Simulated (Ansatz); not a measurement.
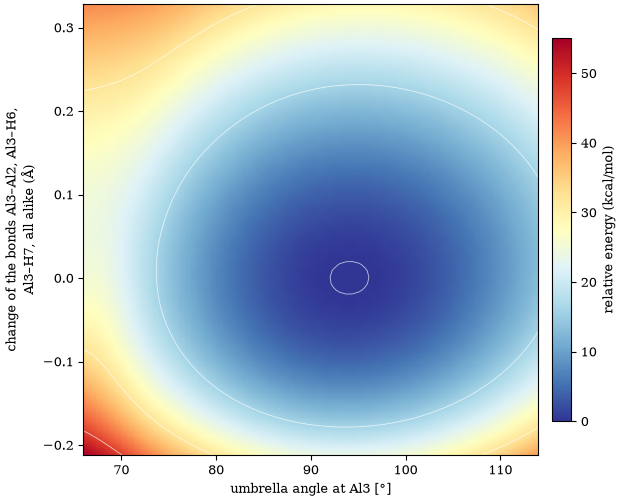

Al2H4N, SMILES [NH2][Al][AlH2], spin multiplicity 2. First axis: umbrella angle at Al3 (between each of its bonds and their common axis; 90 is planar). Second axis: change of the bonds Al3–Al2, Al3–H6, Al3–H7, all alike. Nothing is relaxed (all other coordinates rigid). The scan uses a 15 × 15 grid. Points are written as (first, second). Energies are in kcal/mol, from the lowest grid point. Theory: UHF/def2-SVP (Ansatz).

The picture shows a smooth colour map with a few white contour lines. Between grid points the surface is interpolated.

The lowest grid point is at (93.4°, 0.019 Å). No other kind of well shows on this grid. The highest grid point, (66.0°, −0.212 Å), lies 55.1 kcal/mol above the lowest. Round the minimum the two coordinates are nearly uncoupled.

The level of theory is changed to UKS PBE-D4/def2-SVP (Ansatz 0.2.0); with it change the reference geometry, relaxed at the new level; the new grid has 15 × 15 points, laid about the new relaxed structure.

**What will the new map look like?**

The minimum (interpolated where it lies between grid points) moves from about (94°, 0.000 Å) to about (98°, 0.000 Å). The curvature at the minimum changes from about 11 to 7.5 eV/rad² along the first coordinate and from about 35 to 31 eV/Å² along the second coordinate.

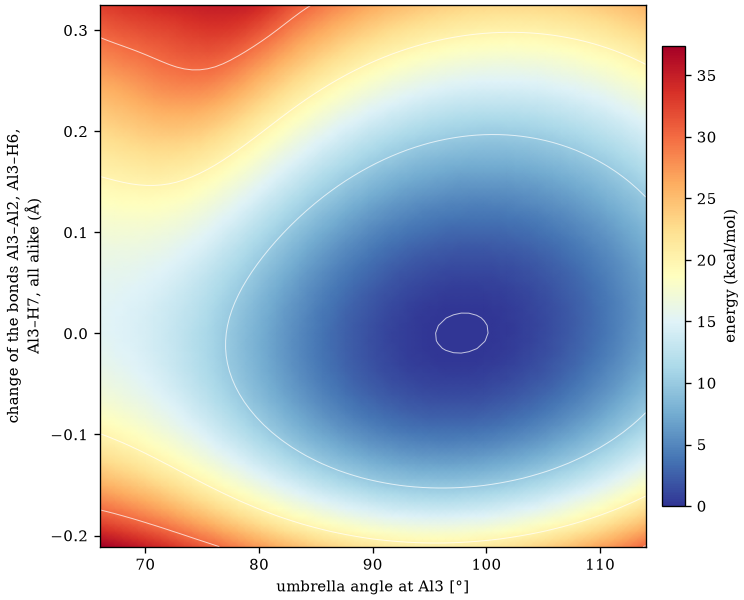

The map after the change, on a colour scale of its own. In the figure: a smooth colour map with a few white contour lines. Between grid points the surface is interpolated.
